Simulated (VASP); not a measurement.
Band structure of TiAl (L1_0). Calculation: PBEsol GGA, VASP's PBE PAW potentials (set 64) (plane waves; VASP).

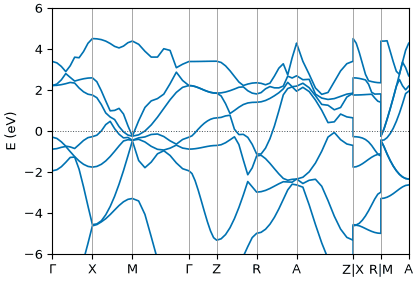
*Bands along high-symmetry lines, zero at the valence-band maximum or, without a gap, the Fermi level*

Q: Read the plot: is there a gap, and where are the band edges?

A: It has no gap at this level: it comes out as a metal or semimetal. (Edges off the drawn lines would not show.)

The compound is TiAl in the L1_0 structure. It was relaxed first. The electron count is odd and the run is not spin-polarised, which forces a metal.
